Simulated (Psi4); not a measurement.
# BH2OF (SMILES OBF): a chain of runs, part 2 of 2

Psi4 1.11. Earlier steps stand in the parts before.

### Step 4. Vibrational wavenumbers at HF/cc-pVDZ (density fitting) (run 3)

calc.inp reads:

```
memory 1600 MB

molecule mol {
  0 1
  O     -1.84315571     0.23777668     0.27049162
  B      0.69374681    -0.06350614     0.39775333
  F      1.97895143    -0.56296642    -1.70360133
  H     -2.90256642    -1.17622979     0.52333319
  H      1.88427804     0.16905112     2.30446999
  units au
  symmetry c1
}

set globals {
  basis cc-pVDZ
  rotational_symmetry_number 1
}

E, wfn = freq("scf", return_wfn=True)
print_variables()
```

The run is started by

```console
$ psi4 calc.inp calc.out -n 1
```

calc.out, shortened:

```text
[...]
  Running in c1 symmetry.
[...]
  Nuclear repulsion =   63.966881764018581
[...]
  Multiplicity = 1
[...]
  Nalpha       = 12
  Nbeta        = 12
[...]
    Number of basis functions: 52
[...]
   @DF-RHF iter   1:  -200.17835754416274   -8.69063e-01   8.62376e-03 ADIIS/DIIS
[...]
  -Total Gradient:
     Atom            X                  Y                   Z
    ------   -----------------  -----------------  -----------------
       1       -0.000032498400    -0.000015167069     0.000007031120
       2        0.000008612991    -0.000007426355    -0.000003350356
       3       -0.000001055023    -0.000001048426    -0.000001259587
       4        0.000024100245     0.000021127507    -0.000006959647
       5        0.000000840187     0.000002514343     0.000004538470
[...]
   @DF-RHF iter  11:  -200.25513484366533   -1.98952e-12   5.54892e-09 DIIS
[...]
  @DF-RHF Final Energy:  -200.25513484366533
   => Energetics <=
    Nuclear Repulsion Energy =             63.9668817640185807
    One-Electron Energy =                -404.2198811536344465
    Two-Electron Energy =                 139.9978645459505344
    Total Energy =                       -200.2551348436653313
[...]
  ==> Harmonic Vibrational Analysis <==
[...]
```

The script printed:

```text
Warning: thermodynamics relations excluded imaginary frequencies: ['663.0153i']
Warning: used thermodynamics relations inappropriate for low-frequency modes: ['567.0817']
```

It took 13 s on 1 thread of Intel Xeon Platinum 8175M at 2.50GHz (Skylake/Cascade Lake), shared host; peak memory 0.24 GiB.

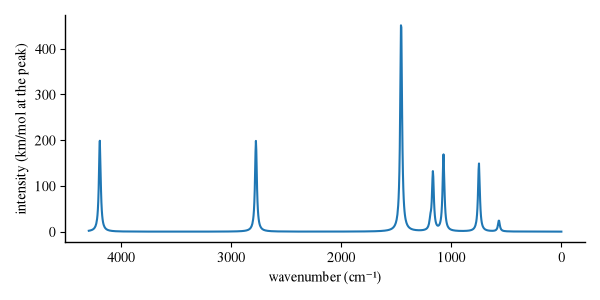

Harmonic infrared spectrum, unscaled, lines broadened by 10 cm⁻¹.

### Step 5. The intrinsic reaction coordinate at HF/cc-pVDZ (density fitting, full hess every 0, irc direction forward, irc points 8, irc step size 0.2) (run 4)

job.inp reads:

```
memory 1600 MB

molecule {
  0 1
  O     -1.84315571     0.23777668     0.27049162
  B      0.69374681    -0.06350614     0.39775333
  F      1.97895143    -0.56296642    -1.70360133
  H     -2.90256642    -1.17622979     0.52333319
  H      1.88427804     0.16905112     2.30446999
  units au
  symmetry c1
}

set {
  basis cc-pVDZ
  opt_type irc
  irc_points 8
  irc_step_size 0.2
  full_hess_every 0
  geom_maxiter 90
  irc_direction forward
  g_convergence gau_loose
}

e_tot = opt("hf")
```

The run is started by

```console
$ psi4 job.inp job.out -n 1
```

job.out:

```text
Psi4 1.11 release

gradient() will perform analytic gradient computation.

   => Loading Basis Set <=

    Name: CC-PVDZ
    Role: ORBITAL
    Keyword: BASIS

         ---------------------------------------------------------
                                   SCF
                              RHF Reference
                        1 Threads,   1525 MiB Core
         ---------------------------------------------------------

  ==> Geometry <==

    Molecular point group: c1
    Full point group: C1

    Geometry (in Bohr), charge = 0, multiplicity = 1:

       Center              X                  Y                   Z               Mass
    ------------   -----------------  -----------------  -----------------  -----------------
         O           -2.149855886110     0.417009774141     0.703874464488    15.994914619570
         B            0.387046633890     0.115726954141     0.831136174488    11.009305360000
         F            1.672251253890    -0.383733325859    -1.270218485512    18.998403162730
         H           -3.209266596110    -0.996996695859     0.956716034488     1.007825032230
         H            1.577577863890     0.348284214141     2.737852834488     1.007825032230

  Running in c1 symmetry.

  Rotational constants: A =      2.23900  B =      0.33745  C =      0.29962 [cm^-1]
  Rotational constants: A =  67123.58962  B =  10116.46004  C =   8982.38042 [MHz]
  Nuclear repulsion =   63.966881764018581

  Charge       = 0
  Multiplicity = 1
  Electrons    = 24
  Nalpha       = 12
  Nbeta        = 12

  ==> Algorithm <==

  SCF Algorithm Type is DF.
  DIIS enabled.
  MOM disabled.
  Fractional occupation disabled.
  Guess Type is SAD.
  Energy threshold   = 1.00e-08
  Density threshold  = 1.00e-08
  Integral threshold = 1.00e-12

  ==> Primary Basis <==

  Basis Set: CC-PVDZ
    Blend: CC-PVDZ
    Number of shells: 24
    Number of basis functions: 52
    Number of Cartesian functions: 55
    Spherical Harmonics?: true
    Max angular momentum: 2

   => Loading Basis Set <=

    Name: (CC-PVDZ AUX)
    Role: JKFIT
    Keyword: DF_BASIS_SCF

  ==> Integral Setup <==

  DFHelper Memory: AOs need 0.006 GiB; user supplied 1.118 GiB.
  SCF_SUBTYPE=INCORE selected. In-core MEM_DF algorithm will be used.
  Using in-core AOs.

  ==> MemDFJK: Density-Fitted J/K Matrices <==

    J tasked:                   Yes
    K tasked:                   Yes
    wK tasked:                   No
    Memory [MiB]:              1144
    Algorithm:                 Core
    Schwarz Cutoff:           1E-12
    Mask sparsity (%):       0.0000
    Fitting Condition:        1E-10

   => Auxiliary Basis Set <=

  Basis Set: (CC-PVDZ AUX)
    Blend: CC-PVDZ-JKFIT
    Number of shells: 90
    Number of basis functions: 256
    Number of Cartesian functions: 293
    Spherical Harmonics?: true
    Max angular momentum: 3

  Minimum eigenvalue in the overlap matrix is 1.7554944714E-02.
  Reciprocal condition number of the overlap matrix is 4.3907785533E-03.
    Using symmetric orthogonalization.

  ==> Pre-Iterations <==

  SCF Guess: Superposition of Atomic Densities via on-the-fly atomic UHF (no occupation information).

   -------------------------
    Irrep   Nso     Nmo
   -------------------------
     A         52      52
   -------------------------
    Total      52      52
   -------------------------

  ==> Iterations <==

                           Total Energy        Delta E     RMS |[F,P]|

   @DF-RHF iter SAD:  -199.30929416836398   -1.99309e+02   0.00000e+00
   @DF-RHF iter   1:  -200.17835754416274   -8.69063e-01   8.62376e-03 DIIS/ADIIS
   @DF-RHF iter   2:  -200.23174622942673   -5.33887e-02   5.04583e-03 DIIS/ADIIS
   @DF-RHF iter   3:  -200.25467041759566   -2.29242e-02   4.88188e-04 DIIS/ADIIS
   @DF-RHF iter   4:  -200.25511162355451   -4.41206e-04   9.15355e-05 DIIS
   @DF-RHF iter   5:  -200.25513250284490   -2.08793e-05   3.16678e-05 DIIS
   @DF-RHF iter   6:  -200.25513457022069   -2.06738e-06   1.24082e-05 DIIS
   @DF-RHF iter   7:  -200.25513483274287   -2.62522e-07   1.85074e-06 DIIS
   @DF-RHF iter   8:  -200.25513484321499   -1.04721e-08   3.59141e-07 DIIS
   @DF-RHF iter   9:  -200.25513484361315   -3.98160e-10   8.78066e-08 DIIS
   @DF-RHF iter  10:  -200.25513484364166   -2.85070e-11   2.15087e-08 DIIS
   @DF-RHF iter  11:  -200.25513484364370   -2.04636e-12   5.54892e-09 DIIS
  Energy and wave function converged.

  ==> Post-Iterations <==

    Orbital Energies [Eh]
    ---------------------

    Doubly Occupied:

       1A    -26.296983     2A    -20.573551     3A     -7.699086
       4A     -1.610612     5A     -1.380457     6A     -0.804698
       7A     -0.741518     8A     -0.694576     9A     -0.667020
      10A     -0.597628    11A     -0.554330    12A     -0.491618

    Virtual:

      13A      0.141688    14A      0.183432    15A      0.279071
      16A      0.296570    17A      0.357449    18A      0.423274
      19A      0.470928    20A      0.680435    21A      0.716787
[... 9 lines of this table left out ...]
      49A      4.042332    50A      4.164374    51A      4.378202
      52A      4.485776

    Final Occupation by Irrep:
              A
    DOCC [    12 ]
    NA   [    12 ]
    NB   [    12 ]

  @DF-RHF Final Energy:  -200.25513484364370

   => Energetics <=

    Nuclear Repulsion Energy =             63.9668817640185807
    One-Electron Energy =                -404.2198811536201788
    Two-Electron Energy =                 139.9978645459578956
    Total Energy =                       -200.2551348436437024

Computation Completed

Properties will be evaluated at   0.000000,   0.000000,   0.000000 [a0]

Properties computed using the SCF density matrix

[... 87 lines left out ...]
   @DF-RHF iter SAD:  -199.30929416838467   -1.99309e+02   0.00000e+00
[... 8 lines left out ...]
   @DF-RHF iter   9:  -200.25513484363483   -3.98245e-10   8.78066e-08 DIIS
[... 19 lines left out ...]
    Total Energy =                       -200.2551348436653313
[... 300 lines left out ...]
	                                 ==> Convergence Check <==
[... 116 lines left out ...]
   @DF-RHF iter   4:  -200.25546328889945   -6.60493e-06   1.66012e-05 DIIS
[... 16 lines left out ...]
  @DF-RHF Final Energy:  -200.25546432950929
[... 109 lines left out ...]
	Measures of convergence in internal coordinates in au.
[... 84 lines left out ...]
   @DF-RHF iter   5:  -200.25546624273969   -6.82121e-11   3.78318e-08 DIIS
[... 33 lines left out ...]
 Dipole X            :          1.3725676           -1.8093940           -0.4368265
[... 179 lines left out ...]
   @DF-RHF iter   1:  -200.25621402918341   -3.37964e-03   3.02010e-04 DIIS/ADIIS
[... 8 lines left out ...]
   @DF-RHF iter  10:  -200.25643790418076   -1.47793e-12   3.63276e-09 DIIS
[... 33 lines left out ...]
 Dipole Y            :         -0.3705467           -0.1307749           -0.5013216
[... 168 lines left out ...]
   @DF-RHF iter   2:  -200.25644078299317   -2.63366e-08   1.23243e-06 DIIS
[... 19 lines left out ...]
    One-Electron Energy =                -404.2137738390608774
[... 122 lines left out ...]
	  Convergence Criteria                              o    2.50e-03 *    1.70e-03 *    1.00e-02 *    6.70e-03 *
[... 79 lines left out ...]
   @DF-RHF iter   7:  -200.25798290927173   -6.78966e-10   2.12440e-07 DIIS
[... 19 lines left out ...]
    Two-Electron Energy =                 139.9873211995925715
[... 181 lines left out ...]
                           Total Energy        Delta E     RMS |[F,P]|
[... 12 lines left out ...]
    Final Occupation by Irrep:
[... 124 lines left out ...]
	                                 ==> Convergence Check <==
[... 85 lines left out ...]
   @DF-RHF iter   4:  -200.25997862936600   -4.26157e-06   6.63255e-06 DIIS
[... 19 lines left out ...]
    Nuclear Repulsion Energy =             63.9991406054716165
[... 110 lines left out ...]
	   Step    Sphere Step     Total Energy     Delta E     Max Force     RMS Force      Max Disp      RMS Disp
[... 80 lines left out ...]
   @DF-RHF iter   6:  -200.25998091009615   -6.62226e-12   7.37975e-09 DIIS
[... 33 lines left out ...]
 Dipole Y            :         -0.4226111           -0.0554664           -0.4780775
[... 179 lines left out ...]
   @DF-RHF iter   2:  -200.26223616691379   -1.62020e-04   8.84487e-05 DIIS
[... 8 lines left out ...]
  Energy and wave function converged.
[... 33 lines left out ...]
 Dipole Z            :         -1.5976115            1.7379852            0.1403736
[... 168 lines left out ...]
   @DF-RHF iter   3:  -200.26227156562624   -4.03685e-09   5.88181e-07 DIIS
[... 19 lines left out ...]
    One-Electron Energy =                -404.3048496705100092
[... 122 lines left out ...]
	  Convergence Criteria                              o    2.50e-03 *    1.70e-03 *    1.00e-02 *    6.70e-03 *
[... 79 lines left out ...]
   @DF-RHF iter   7:  -200.26468365058696   -5.15911e-10   1.91524e-07 DIIS
[... 19 lines left out ...]
    Two-Electron Energy =                 140.0279998346663319
[... 181 lines left out ...]
                           Total Energy        Delta E     RMS |[F,P]|
[... 9 lines left out ...]
  Energy and wave function converged.
[... 33 lines left out ...]
 Dipole Z            :         -1.5995124            1.6805734            0.0810610
[... 179 lines left out ...]
   @DF-RHF iter   3:  -200.26703648668132   -2.61258e-05   2.99209e-05 DIIS
[... 16 lines left out ...]
  @DF-RHF Final Energy:  -200.26703998021952
[... 109 lines left out ...]
	Measures of convergence in internal coordinates in au.
[... 84 lines left out ...]
   @DF-RHF iter   5:  -200.26703974528047   -5.18412e-11   3.47776e-08 DIIS
[... 33 lines left out ...]
 Dipole X            :          1.1825657           -1.5950210           -0.4124552
[... 179 lines left out ...]
   @DF-RHF iter   1:  -200.26900099176538   -1.34200e-03   2.73004e-04 DIIS/ADIIS
[... 8 lines left out ...]
  Energy and wave function converged.
[... 3 lines left out ...]
    Orbital Energies [Eh]
    ---------------------

    Doubly Occupied:

       1A    -26.299916     2A    -20.587717     3A     -7.691279
       4A     -1.612653     5A     -1.390700     6A     -0.802075
       7A     -0.752056     8A     -0.701567     9A     -0.672412
      10A     -0.579805    11A     -0.556038    12A     -0.518115

    Virtual:

      13A      0.158228    14A      0.188772    15A      0.278710
      16A      0.300826    17A      0.360166    18A      0.421745
      19A      0.468001    20A      0.656207    21A      0.726115
[... 9 lines of this table left out ...]
      49A      4.054541    50A      4.164407    51A      4.372988
      52A      4.484310

    Final Occupation by Irrep:
              A
    DOCC [    12 ]
    NA   [    12 ]
    NB   [    12 ]

  @DF-RHF Final Energy:  -200.26917091288666

   => Energetics <=

    Nuclear Repulsion Energy =             64.1454276330637470
    One-Electron Energy =                -404.5005290206127029
    Two-Electron Energy =                 140.0859304746623195
    Total Energy =                       -200.2691709128866648

Computation Completed

Properties will be evaluated at   0.000000,   0.000000,   0.000000 [a0]

Properties computed using the SCF density matrix

 Multipole Moments:

 ------------------------------------------------------------------------------------
     Multipole            Electronic (a.u.)      Nuclear  (a.u.)        Total (a.u.)
 ------------------------------------------------------------------------------------

 L = 1.  Multiply by 2.5417464519 to convert [e a0] to [Debye]
 Dipole X            :          1.1580578           -1.5661290           -0.4080713
 Dipole Y            :         -0.4749107            0.1497251           -0.3251855
 Dipole Z            :         -1.5998932            1.5762534           -0.0236398
 Magnitude           :                                                    0.5223281

 ------------------------------------------------------------------------------------

	total time  =          1 seconds =       0.02 minutes

         ------------------------------------------------------------
                                   SCF GRAD
         ------------------------------------------------------------

  ==> Geometry <==

    Molecular point group: c1
    Full point group: C1

    Geometry (in Bohr), charge = 0, multiplicity = 1:

       Center              X                  Y                   Z               Mass
    ------------   -----------------  -----------------  -----------------  -----------------
         O           -2.032198113558     0.364892178664     1.065156670677    15.994914619570
         B            0.483043081946     0.227567646848     0.750014925298    11.009305360000
         F            1.492203574246    -0.443590440341    -1.462077134797    18.998403162730
         H           -3.025025491465    -0.708219051751     0.033911119838     1.007825032230
         H            1.871433804439     0.793282495008     2.429708498021     1.007825032230

  Nuclear repulsion =   64.145427633063747

   => Auxiliary Basis Set <=

  Basis Set: (CC-PVDZ AUX)
    Blend: CC-PVDZ-JKFIT
    Number of shells: 90
    Number of basis functions: 256
    Number of Cartesian functions: 293
    Spherical Harmonics?: true
    Max angular momentum: 3

  -Total Gradient:
     Atom            X                  Y                   Z
    ------   -----------------  -----------------  -----------------
       1       -0.002606520767     0.009429835831    -0.006964245337
       2        0.000063219302    -0.006987451169     0.000524858481
       3        0.003168680256     0.004923788243    -0.000576596422
       4       -0.000941876430    -0.005627004682     0.006800951213
       5        0.000316497640    -0.001739168222     0.000215032065

	total time  =          0 seconds =       0.00 minutes

    			-----------------------------------------

    			 OPTKING 3.0: for geometry optimizations

    			        with contributions from

    			-----------------------------------------

	                            ===> Fragment 1 <==

	 Z (Atomic Numbers)          Masses                          Geom
	       8.000000            15.994915         -2.03219811  0.36489218  1.06515667
	       5.000000            11.009305          0.48304308  0.22756765  0.75001493
	       9.000000            18.998403          1.49220357 -0.44359044 -1.46207713
	       1.000000             1.007825         -3.02502549 -0.70821905  0.03391112
	       1.000000             1.007825          1.87143380  0.79328250  2.42970850

	 - Coordinate -           - BOHR/RAD -       - ANG/DEG -
	 R(1,2)           =         2.538624           1.343382
	 R(1,4)           =         1.789062           0.946731
	 R(2,3)           =         2.522342           1.334766
[... 6 lines of this table left out ...]
	 D(4,1,2,5)       =        -2.697986        -154.583200

	        --- Internal Coordinate Step in ANG or DEG, aJ/ANG or AJ/DEG ---
	-------------------------------------------------------------------------------
	           Coordinate      Previous         Force          Change          New
	           ----------      --------        ------          ------        ------
	               R(1,2)       1.34338       -0.03049        0.00001       1.34340
	               R(1,4)       0.94673        0.00018       -0.00001       0.94672
	               R(2,3)       1.33477       -0.00382        0.00002       1.33478
[... 6 lines of this table left out ...]
	           D(4,1,2,5)    -154.58320       -0.00026        0.08852    -154.49468
	-------------------------------------------------------------------------------

	                                 ==> Convergence Check <==

	Measures of convergence in internal coordinates in au.

	Criteria marked as inactive (o), active & met (*), and active & unmet ( ).

	------------------------------------------------------------------------------------------------------------------
	   Step    Sphere Step     Total Energy     Delta E     Max Force     RMS Force      Max Disp      RMS Disp
	------------------------------------------------------------------------------------------------------------------
	  Convergence Criteria                              o    2.50e-03 *    1.70e-03 *    1.00e-02 *    6.70e-03 *
	------------------------------------------------------------------------------------------------------------------
	     8          1         -200.26917091   -2.13e-03 o    1.86e-04 *    8.42e-05 *    1.55e-03 *    6.39e-04 *  ~
	------------------------------------------------------------------------------------------------------------------

Next Geometry in Ang
	Fragment 1 (Ang)

	    O  -1.0754982745   0.1933885348   0.5633704738
	    B   0.2555954609   0.1209361667   0.3970754812
	    F   0.7889372777  -0.2348707840  -0.7736502470
	    H  -1.6002423581  -0.3751702038   0.0177826440
	    H   0.9906160494   0.4195082079   1.2859625476

    Final optimized geometry and variables:
    Molecular point group: c1
    Full point group: C1

    Geometry (in Bohr), charge = 0, multiplicity = 1:

    O           -2.032198113558     0.364892178664     1.065156670677
    B            0.483043081946     0.227567646848     0.750014925298
    F            1.492203574246    -0.443590440341    -1.462077134797
    H           -3.025025491465    -0.708219051751     0.033911119838
    H            1.871433804439     0.793282495008     2.429708498021

    Psi4 run time: 0:00:28.72

[set-up sections that repeat, and orbital energies of the middle runs, are left out above]
```

On the terminal:

```text
Warning: thermodynamics relations excluded imaginary frequencies: ['663.0153i']
Warning: used thermodynamics relations inappropriate for low-frequency modes: ['567.0817']
Optimizer: Optimization complete!
```

It took 31 s on 1 thread of Intel Xeon Platinum 8175M at 2.50GHz (Skylake/Cascade Lake), shared host; peak memory 0.26 GiB.

Step by step:

```
step  energy from the first frame kept (eV)  largest force (eV/Å)
   0                                 0.0000                0.0019
   1                                -0.0090                0.1998
   2                                -0.0090                0.1986
   3                                -0.0355                0.3882
   4                                -0.0355                0.3870
   5                                -0.0775                0.5486
   6                                -0.0776                0.5474
   7                                -0.1318                0.6669
   8                                -0.1319                0.6660
   9                                -0.1942                0.7343
  10                                -0.1942                0.7335
  11                                -0.2598                0.7467
  12                                -0.2598                0.7465
  13                                -0.3240                0.7060
  14                                -0.3239                0.7062
  15                                -0.3819                0.6175
```

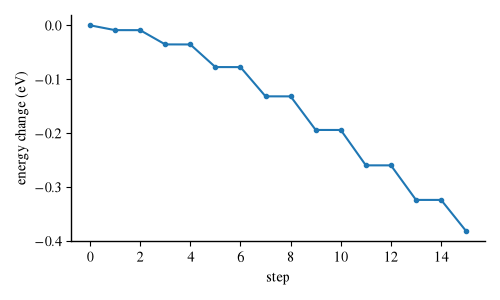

Energy along the run.

### Step 6. Results

This closing draws on all 2 parts.

| quantity | value |
| --- | --- |
| run 1, HF/cc-pVDZ: total energy | -200.27272 Eh |
| run 1, HF/cc-pVDZ: dipole moment | 1.06 D |
| run 1, HF/cc-pVDZ: HOMO energy | -14.48 eV |
| run 1, HF/cc-pVDZ: LUMO energy | 4.44 eV |
| run 1, HF/cc-pVDZ: HOMO–LUMO gap | 18.92 eV |
| run 2, HF/cc-pVDZ: total energy at the end | -200.25513 Eh |
| run 2, HF/cc-pVDZ: dipole moment | 2.07 D |
| run 2, HF/cc-pVDZ: HOMO energy | -13.38 eV |
| run 2, HF/cc-pVDZ: LUMO energy | 3.86 eV |
| run 2, HF/cc-pVDZ: HOMO–LUMO gap | 17.23 eV |
| run 3, HF/cc-pVDZ: lowest harmonic wavenumber | 663i cm⁻¹ (imaginary) |
| run 3, HF/cc-pVDZ: highest harmonic wavenumber | 4190 cm⁻¹ |
| run 4, HF/cc-pVDZ: total energy at the end | -200.26917 Eh |
| run 4, HF/cc-pVDZ: dipole moment | 1.33 D |
| run 4, HF/cc-pVDZ: HOMO energy | -14.10 eV |
| run 4, HF/cc-pVDZ: LUMO energy | 4.31 eV |
| run 4, HF/cc-pVDZ: HOMO–LUMO gap | 18.40 eV |

1 mode is imaginary (lowest 663i cm⁻¹): a first-order saddle point.
